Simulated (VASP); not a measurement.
Band structure of Sm (relaxed from the beta-Sn structure, space group I4_1/amd). Computed with r2SCAN meta-GGA, VASP's PBE PAW potentials (set 64) (plane waves; VASP).

The 4f electrons are frozen in the core of the lanthanide potential, so 4f levels, which can set the real gap, and their magnetism are missing.

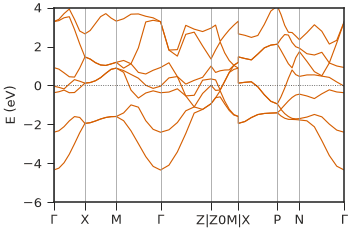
Figure: Bands along high-symmetry lines, zero at the valence-band maximum or, without a gap, the Fermi level

### Question
Read the plot: is there a gap, and where are the band edges?

### Answer
It has no gap at this level: it comes out as a metal or semimetal.

The structure was generated: Sm was put into the beta-Sn type (I4_1/amd), which need not be its known phase. It was relaxed first, which changed the volume by -5 %.
